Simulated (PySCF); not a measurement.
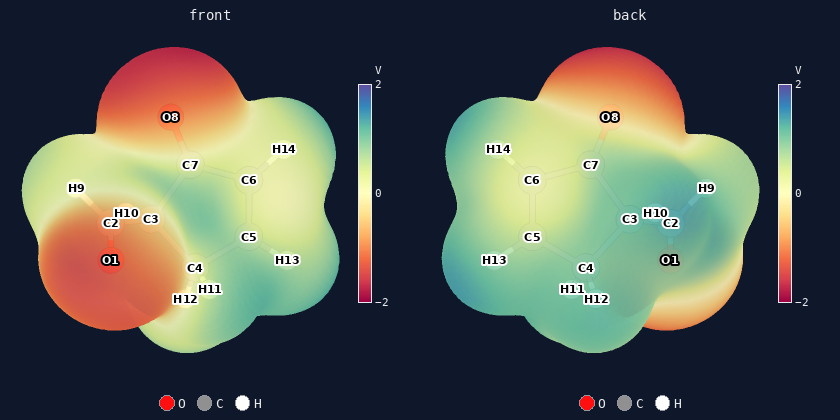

The picture shows: C6H6O2. The electrostatic potential painted on the density surface at 0.002 e/bohr³, seen from the front and from behind; red is negative and blue positive.

Geometry: GFN2-xTB, MD frame at 250 fs, 400 K.

Level of theory: PBE0/pcSseg-1, SCF density, gas phase, non-relativistic in PySCF.

```xyz
14

O     1.5556   -0.1594   -2.2986
C     1.4978    0.3817   -1.2426
C     0.8941   -0.2222    0.0837
C     0.3120   -1.6146   -0.0686
C    -0.9658   -1.5237    0.6572
C    -1.3925   -0.3229    0.9937
C    -0.3493    0.6048    0.5412
O    -0.3313    1.8387    0.5717
H     1.9911    1.4173   -1.1154
H     1.5885   -0.0997    0.8388
H    -0.0503   -1.9427   -1.0316
H     0.9313   -2.3998    0.4059
H    -1.5289   -2.4392    0.9502
H    -2.3016   -0.0319    1.5321
```

> Where is the surface potential most negative and most positive?

The most negative region (about −1.7 V) lies over O8, the most positive (about +1.4 V) over H10 and H13. O8 is the likeliest acceptor of a hydrogen bond.
